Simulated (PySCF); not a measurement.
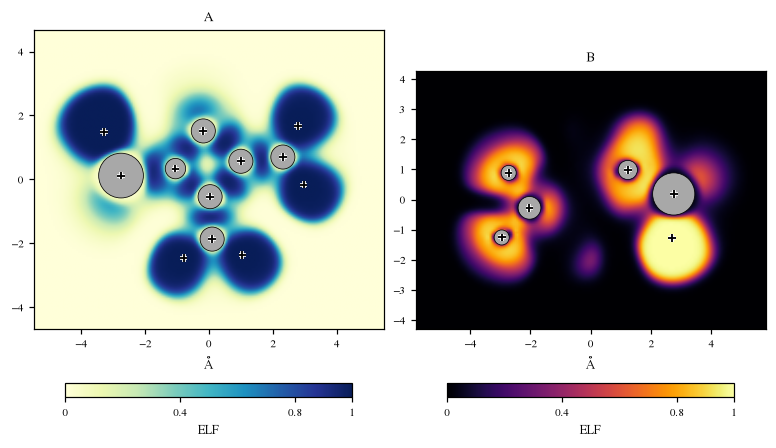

The ELF of 2 systems, each on a plane through atoms (crosses mark nuclei in the plane; grey discs cover the cores).

All numbers below come from B3LYP/def2-SVPD, SCF density, gas phase in PySCF 2.14.0.

System 1: C2H8F3NSi2, the plane of atoms F1, C2 and F3. Geometry: GFN2-xTB.

```xyz
16

F     2.7965   -0.9899   -0.8529
C     2.3521   -0.2334    0.1732
F     3.4475    0.3183    0.7308
F     1.8687   -1.1028    1.0879
Si    1.0307    1.0893   -0.3906
C    -0.4164    0.0581   -1.1014
N    -1.0857   -0.7857   -0.1335
Si   -2.4078   -0.2710    0.8376
H     1.7239    1.8875   -1.3976
H     0.7018    1.8110    0.8344
H    -0.0515   -0.5687   -1.9263
H    -1.1664    0.7274   -1.5268
H    -0.4769   -1.4987    0.2376
H    -3.3664    0.3112   -0.1043
H    -2.0803    0.7513    1.8469
H    -2.8775   -1.4951    1.4760
```

System 2: C5H9NSi (SMILES C=C1CN([SiH3])C1=C), the plane of atoms C2, C1 and H9. Geometry: GFN2-xTB.

```tsv
atom	x (Å)	y (Å)	z (Å)
C	-2.3777	-1.1764	-0.2724
C	-1.1570	-0.6750	-0.2603
C	0.0964	-0.8806	-1.0759
N	0.7387	0.1261	-0.2281
Si	2.3254	0.7772	-0.1519
C	-0.4152	0.3108	0.5329
C	-0.6745	1.0975	1.5714
H	-2.6751	-1.9222	-0.9906
H	-3.1200	-0.8564	0.4383
H	0.5471	-1.8735	-1.0022
H	0.0265	-0.5919	-2.1277
H	2.2539	2.2394	-0.2213
H	2.9943	0.3703	1.0899
H	2.9977	0.2134	-1.3214
H	-1.6464	1.1030	2.0281
H	0.0783	1.7472	1.9799
```

Which map belongs to which system?

Panel A is system 2, C5H9NSi: the plane holds C, N, Si and H. C–C (1.32 Å): the ELF peaks at about 0.95 between the atoms (a short, multiple covalent bond). Panel B is system 1, C2H8F3NSi2: the plane holds F, C, N, Si and H. C–F (1.35 Å): the ELF peaks at about 0.85 between the atoms (a shared but strongly polarised pair).
